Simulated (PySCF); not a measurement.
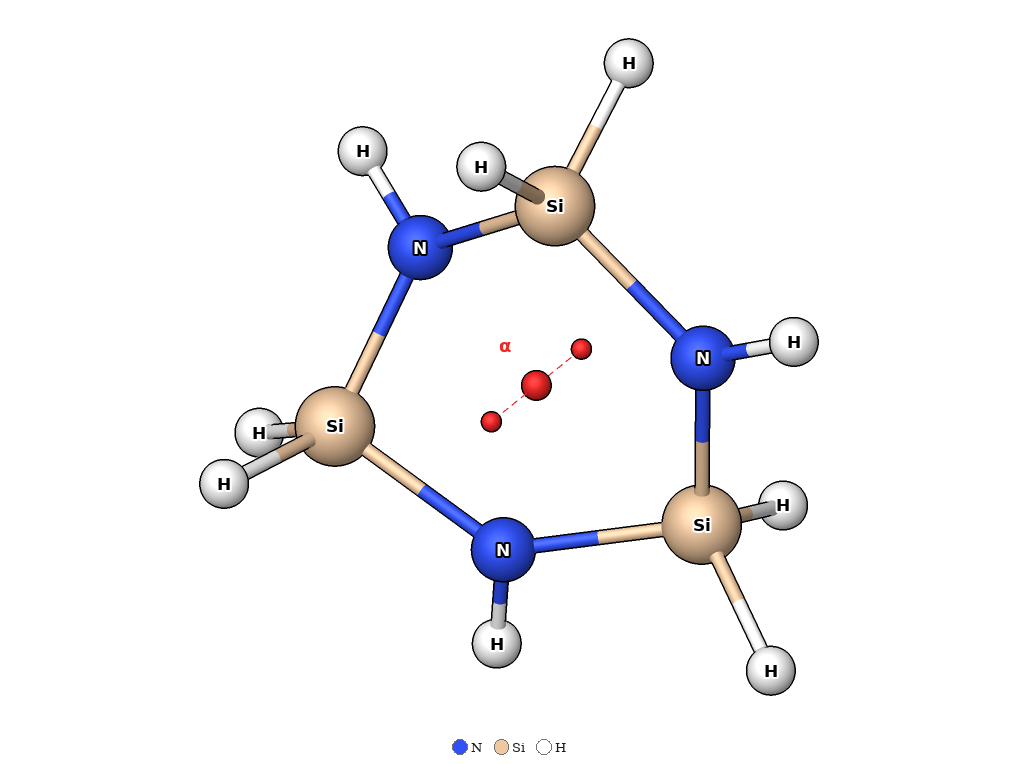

The small points mark where nucleus-independent chemical shifts (NICS) were computed: at the centre of each lettered ring and 1 Å above and below it. Geometry: a frame of a GFN2-xTB molecular-dynamics simulation, not a minimum. Properties computed with GIAO PBE0/pcSseg-1 NMR shielding, non-relativistic, gas phase (PySCF 2.14.0).

Give NICS(0), NICS(1) and the out-of-plane component NICS(1)zz for each ring (means of the two sides).

```json
{"ring": "α", "members": "Si3N3", "NICS(0)": "−3.0", "NICS(1)": "−1.0", "NICS(1)zz": "4.0"}
```

Values in ppm.

**What do the values say about the ring currents?**

Ring α: weak, as in a non-aromatic ring. NICS is one index among several.
